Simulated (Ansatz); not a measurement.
## Run report: C$_{18}$Se, geometry relaxation (part 3 of 3)

C$_{18}$Se (slab, 19 atoms in the cell); DFT PBEsol, scalar-relativistic, plane waves, PAW, no spin polarisation (Ansatz 0.2.0); cutoff 420 eV, 2×2×1 k-mesh, Gaussian smearing of 0.02 eV. It belongs to a series of runs on one base structure; here: end point B relaxed.

Geometry of the input (Å; fractional positions):
```
7.3980  0.0000  0.0000
-3.6990  6.4069  0.0000
0.0000  0.0000  11.0000
C  0.0000  0.0000  0.0909
C  0.2222  0.1111  0.0909
C  0.0000  0.3333  0.0909
C  0.2222  0.4444  0.0909
C  0.0000  0.6667  0.0909
C  0.2222  0.7778  0.0909
C  0.3333  0.0000  0.0909
C  0.5556  0.1111  0.0909
C  0.3333  0.3333  0.0909
C  0.5556  0.4444  0.0909
C  0.3333  0.6667  0.0909
C  0.5556  0.7778  0.0909
C  0.6667  0.0000  0.0909
C  0.8889  0.1111  0.0909
C  0.6667  0.3333  0.0909
C  0.8889  0.4444  0.0909
C  0.6667  0.6667  0.0909
C  0.8889  0.7778  0.0909
Se 0.0741  0.4815  0.2509
```

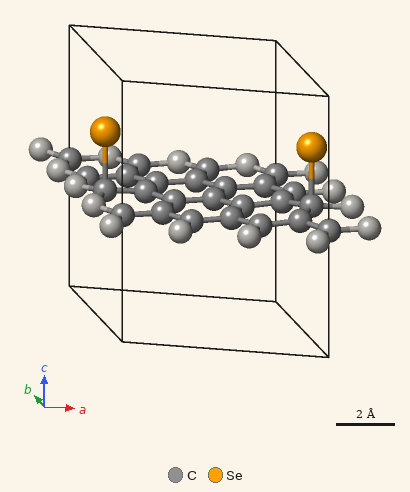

The geometry at step 11 of the log (ball-and-stick view of the cell of the calculation, with the vacuum cut short, seen slightly off an axis; neighbours outside the cell are drawn fainter).

Trajectory as extended XYZ, continued
```
19
Lattice="7.3980 0.0000 0.0000 -3.6990 6.4069 0.0000 0.0000 0.0000 11.0000" Properties=species:S:1:pos:R:3:forces:R:3 step=7 energy=-9861.69127
C     0.0010    0.0416    0.9480   -0.0110  -0.0202   0.0005
C     1.2325    0.7618    0.9342    0.0139  -0.0032  -0.0046
C    -1.2330    2.1804    1.1745    0.0000  -0.0007  -0.0028
C     0.0192    2.9082    1.0379    0.0120   0.0392  -0.0042
C    -2.4683    4.3238    0.9547   -0.0091  -0.0438  -0.0069
C    -1.2330    5.0299    0.9299    0.0000   0.0429  -0.0052
C     2.4660    0.0493    0.9140    0.0000  -0.0207   0.0019
C     3.6995    0.7618    0.9342   -0.0139  -0.0032  -0.0046
C     1.2395    2.1833    0.9611   -0.0063  -0.0026   0.0089
C     2.4660    2.8965    0.9503    0.0000   0.0277   0.0052
C     0.0023    4.3238    0.9547    0.0091  -0.0438  -0.0069
C     1.2350    5.0299    0.9414    0.0138   0.0236  -0.0015
C     4.9310    0.0416    0.9480    0.0110  -0.0202   0.0005
C     6.1650    0.7335    1.0178    0.0000  -0.0137   0.0049
C     3.6925    2.1833    0.9611    0.0063  -0.0026   0.0089
C     4.9128    2.9082    1.0379   -0.0120   0.0392  -0.0042
C     2.4660    4.3197    0.9587    0.0000  -0.0179   0.0051
C     3.6970    5.0299    0.9414   -0.0138   0.0236  -0.0015
Se   -1.2330    2.2264    3.2601    0.0000  -0.0034   0.0067
19
Lattice="7.3980 0.0000 0.0000 -3.6990 6.4069 0.0000 0.0000 0.0000 11.0000" Properties=species:S:1:pos:R:3:forces:R:3 step=8 energy=-9861.69142
C     0.0006    0.0413    0.9485    0.0120   0.0026  -0.0004
C     1.2326    0.7620    0.9342    0.0016   0.0335   0.0008
C    -1.2330    2.1823    1.1749    0.0000  -0.0170  -0.0054
C     0.0197    2.9100    1.0365   -0.0217  -0.0023  -0.0019
C    -2.4689    4.3237    0.9533    0.0280   0.0015  -0.0046
C    -1.2330    5.0307    0.9291    0.0000  -0.0137  -0.0016
C     2.4660    0.0492    0.9139    0.0000   0.0062  -0.0027
C     3.6994    0.7620    0.9342   -0.0016   0.0335   0.0008
C     1.2396    2.1843    0.9618    0.0086  -0.0527   0.0033
C     2.4660    2.8979    0.9511    0.0000  -0.0111   0.0040
C     0.0029    4.3237    0.9533   -0.0280   0.0015  -0.0046
C     1.2359    5.0308    0.9413   -0.0045   0.0195  -0.0027
C     4.9314    0.0413    0.9485   -0.0120   0.0026  -0.0004
C     6.1650    0.7339    1.0201    0.0000   0.0341   0.0109
C     3.6924    2.1843    0.9618   -0.0086  -0.0527   0.0033
C     4.9123    2.9100    1.0365    0.0217  -0.0023  -0.0019
C     2.4660    4.3202    0.9590    0.0000  -0.0038   0.0040
C     3.6961    5.0308    0.9413    0.0045   0.0195  -0.0027
Se   -1.2330    2.2144    3.2609    0.0000   0.0010   0.0019
19
Lattice="7.3980 0.0000 0.0000 -3.6990 6.4069 0.0000 0.0000 0.0000 11.0000" Properties=species:S:1:pos:R:3:forces:R:3 step=9 energy=-9861.69158
C     0.0007    0.0416    0.9491   -0.0039  -0.0104  -0.0006
C     1.2328    0.7624    0.9344    0.0048   0.0165   0.0021
C    -1.2330    2.1826    1.1748    0.0000  -0.0027  -0.0054
C     0.0193    2.9102    1.0356   -0.0121   0.0095   0.0003
C    -2.4686    4.3236    0.9517    0.0142  -0.0074  -0.0017
C    -1.2330    5.0309    0.9275    0.0000  -0.0121   0.0013
C     2.4660    0.0495    0.9136    0.0000   0.0029  -0.0032
C     3.6992    0.7624    0.9344   -0.0048   0.0165   0.0021
C     1.2397    2.1837    0.9628    0.0085  -0.0194   0.0010
C     2.4660    2.8976    0.9523    0.0000   0.0017   0.0012
C     0.0026    4.3236    0.9517   -0.0142  -0.0074  -0.0017
C     1.2359    5.0314    0.9410    0.0047   0.0117  -0.0010
C     4.9313    0.0416    0.9491    0.0039  -0.0104  -0.0006
C     6.1650    0.7346    1.0220    0.0000   0.0077   0.0031
C     3.6923    2.1837    0.9628   -0.0085  -0.0194   0.0010
C     4.9127    2.9102    1.0356    0.0121   0.0095   0.0003
C     2.4660    4.3203    0.9596    0.0000   0.0002   0.0000
C     3.6961    5.0314    0.9410   -0.0047   0.0117  -0.0010
Se   -1.2330    2.2117    3.2610    0.0000   0.0016   0.0027
19
Lattice="7.3980 0.0000 0.0000 -3.6990 6.4069 0.0000 0.0000 0.0000 11.0000" Properties=species:S:1:pos:R:3:forces:R:3 step=10 energy=-9861.69158
C     0.0007    0.0416    0.9491   -0.0041  -0.0105  -0.0006
C     1.2328    0.7624    0.9344    0.0049   0.0166   0.0021
C    -1.2330    2.1826    1.1748    0.0000  -0.0026  -0.0053
C     0.0193    2.9102    1.0356   -0.0122   0.0097   0.0002
C    -2.4686    4.3236    0.9517    0.0144  -0.0076  -0.0018
C    -1.2330    5.0309    0.9275    0.0000  -0.0121   0.0013
C     2.4660    0.0495    0.9136    0.0000   0.0029  -0.0032
C     3.6992    0.7624    0.9344   -0.0049   0.0166   0.0021
C     1.2397    2.1837    0.9628    0.0085  -0.0195   0.0011
C     2.4660    2.8976    0.9523    0.0000   0.0016   0.0013
C     0.0026    4.3236    0.9517   -0.0144  -0.0076  -0.0018
C     1.2359    5.0314    0.9410    0.0048   0.0119  -0.0010
C     4.9313    0.0416    0.9491    0.0041  -0.0105  -0.0006
C     6.1650    0.7346    1.0220    0.0000   0.0075   0.0030
C     3.6923    2.1837    0.9628   -0.0085  -0.0195   0.0011
C     4.9127    2.9102    1.0356    0.0122   0.0097   0.0002
C     2.4660    4.3203    0.9596    0.0000   0.0003   0.0001
C     3.6961    5.0314    0.9410   -0.0048   0.0119  -0.0010
Se   -1.2330    2.2117    3.2610    0.0000   0.0016   0.0029
19
Lattice="7.3980 0.0000 0.0000 -3.6990 6.4069 0.0000 0.0000 0.0000 11.0000" Properties=species:S:1:pos:R:3:forces:R:3 step=11 energy=-9861.69164
C     0.0007    0.0415    0.9495   -0.0069  -0.0118  -0.0002
C     1.2331    0.7628    0.9349    0.0043   0.0049   0.0006
C    -1.2330    2.1832    1.1746    0.0000  -0.0029   0.0006
C     0.0190    2.9107    1.0348   -0.0037   0.0075   0.0021
C    -2.4682    4.3233    0.9501   -0.0023  -0.0054   0.0002
C    -1.2330    5.0307    0.9263    0.0000   0.0022   0.0000
C     2.4660    0.0496    0.9132    0.0000  -0.0018   0.0005
C     3.6989    0.7628    0.9349   -0.0043   0.0049   0.0006
C     1.2399    2.1833    0.9638    0.0048  -0.0017   0.0007
C     2.4660    2.8976    0.9533    0.0000   0.0024  -0.0003
C     0.0022    4.3233    0.9501    0.0023  -0.0054   0.0002
C     1.2360    5.0321    0.9406    0.0041   0.0040  -0.0001
C     4.9313    0.0415    0.9495    0.0069  -0.0118  -0.0002
C     6.1650    0.7350    1.0237    0.0000   0.0000  -0.0022
C     3.6921    2.1833    0.9638   -0.0048  -0.0017   0.0007
C     4.9130    2.9107    1.0348    0.0037   0.0075   0.0021
C     2.4660    4.3205    0.9598    0.0000   0.0042  -0.0017
C     3.6960    5.0321    0.9406   -0.0041   0.0040  -0.0001
Se   -1.2330    2.2088    3.2618    0.0000   0.0010  -0.0029
19
Lattice="7.3980 0.0000 0.0000 -3.6990 6.4069 0.0000 0.0000 0.0000 11.0000" Properties=species:S:1:pos:R:3:forces:R:3 step=12 energy=-9861.69165
C     0.0005    0.0412    0.9496   -0.0009  -0.0021  -0.0006
C     1.2333    0.7629    0.9353   -0.0020  -0.0008  -0.0003
C    -1.2330    2.1832    1.1744    0.0000  -0.0015  -0.0050
C     0.0188    2.9109    1.0348   -0.0001   0.0043  -0.0005
C    -2.4681    4.3232    0.9496   -0.0030  -0.0018   0.0004
C    -1.2330    5.0307    0.9258    0.0000   0.0000  -0.0001
C     2.4660    0.0496    0.9133    0.0000  -0.0015   0.0007
C     3.6987    0.7629    0.9353    0.0020  -0.0008  -0.0003
C     1.2400    2.1831    0.9645    0.0004   0.0034   0.0002
C     2.4660    2.8976    0.9539    0.0000   0.0036  -0.0004
C     0.0021    4.3232    0.9496    0.0030  -0.0018   0.0004
C     1.2362    5.0323    0.9403   -0.0001  -0.0021   0.0006
C     4.9315    0.0412    0.9496    0.0009  -0.0021  -0.0006
C     6.1650    0.7349    1.0240    0.0000  -0.0020  -0.0063
C     3.6920    2.1831    0.9645   -0.0004   0.0034   0.0002
C     4.9132    2.9109    1.0348    0.0001   0.0043  -0.0005
C     2.4660    4.3206    0.9598    0.0000  -0.0012  -0.0013
C     3.6958    5.0323    0.9403    0.0001  -0.0021   0.0006
Se   -1.2330    2.2087    3.2604    0.0000   0.0009   0.0127
19
Lattice="7.3980 0.0000 0.0000 -3.6990 6.4069 0.0000 0.0000 0.0000 11.0000" Properties=species:S:1:pos:R:3:forces:R:3 step=13 energy=-9861.69166
C     0.0005    0.0412    0.9493   -0.0015  -0.0020  -0.0003
C     1.2332    0.7629    0.9352   -0.0005   0.0004   0.0000
C    -1.2330    2.1831    1.1746    0.0000  -0.0019  -0.0007
C     0.0188    2.9109    1.0350   -0.0013   0.0027   0.0007
C    -2.4681    4.3231    0.9498   -0.0015  -0.0024   0.0001
C    -1.2330    5.0307    0.9259    0.0000   0.0011   0.0002
C     2.4660    0.0496    0.9133    0.0000  -0.0009   0.0004
C     3.6988    0.7629    0.9352    0.0005   0.0004   0.0000
C     1.2400    2.1831    0.9645   -0.0001   0.0012   0.0007
C     2.4660    2.8976    0.9538    0.0000   0.0011  -0.0003
C     0.0021    4.3231    0.9498    0.0015  -0.0024   0.0001
C     1.2362    5.0321    0.9402    0.0005   0.0004   0.0000
C     4.9315    0.0412    0.9493    0.0015  -0.0020  -0.0003
C     6.1650    0.7348    1.0234    0.0000  -0.0004  -0.0031
C     3.6920    2.1831    0.9645    0.0001   0.0012   0.0007
C     4.9132    2.9109    1.0350    0.0013   0.0027   0.0007
C     2.4660    4.3205    0.9596    0.0000  -0.0005  -0.0006
C     3.6958    5.0321    0.9402   -0.0005   0.0004   0.0000
Se   -1.2330    2.2098    3.2615    0.0000   0.0007   0.0017
19
Lattice="7.3980 0.0000 0.0000 -3.6990 6.4069 0.0000 0.0000 0.0000 11.0000" Properties=species:S:1:pos:R:3:forces:R:3 step=14 energy=-9861.69166
C     0.0005    0.0411    0.9489   -0.0007  -0.0009  -0.0001
C     1.2332    0.7629    0.9353    0.0014   0.0003  -0.0001
C    -1.2330    2.1829    1.1746    0.0000  -0.0022   0.0006
C     0.0187    2.9108    1.0353   -0.0002   0.0008   0.0007
C    -2.4681    4.3230    0.9499   -0.0009  -0.0005  -0.0003
C    -1.2330    5.0306    0.9259    0.0000   0.0026  -0.0001
C     2.4660    0.0495    0.9134    0.0000   0.0002   0.0001
C     3.6988    0.7629    0.9353   -0.0014   0.0003  -0.0001
C     1.2400    2.1831    0.9647    0.0005  -0.0004   0.0005
C     2.4660    2.8976    0.9539    0.0000  -0.0021   0.0001
C     0.0021    4.3230    0.9499    0.0009  -0.0005  -0.0003
C     1.2362    5.0320    0.9400   -0.0001   0.0013  -0.0001
C     4.9315    0.0411    0.9489    0.0007  -0.0009  -0.0001
C     6.1650    0.7347    1.0226    0.0000  -0.0003  -0.0010
C     3.6920    2.1831    0.9647   -0.0005  -0.0004   0.0005
C     4.9133    2.9108    1.0353    0.0002   0.0008   0.0007
C     2.4660    4.3205    0.9594    0.0000   0.0001   0.0002
C     3.6958    5.0320    0.9400    0.0001   0.0013  -0.0001
Se   -1.2330    2.2113    3.2617    0.0000   0.0005  -0.0012
```

Summary

```json
{"quantity": "outcome", "value": "converged"}
{"quantity": "electrons treated", "value": "88"}
{"quantity": "free energy", "value": "−9861.6917 eV"}
{"quantity": "Fermi energy", "value": "−0.483 eV"}
{"quantity": "final volume", "value": "521.38 Å³"}
{"quantity": "largest force (length of the vector) at the end", "value": "0.003 eV/Å"}
{"quantity": "hardware", "value": "1 thread of Arm Neoverse V1, 24 GiB of memory available, shared host"}
{"quantity": "wall time", "value": "68 s"}
{"quantity": "peak memory", "value": "0.62 GiB"}
```

Notes

The k-point mesh is coarse for a cell of this size, so the results may not be converged.
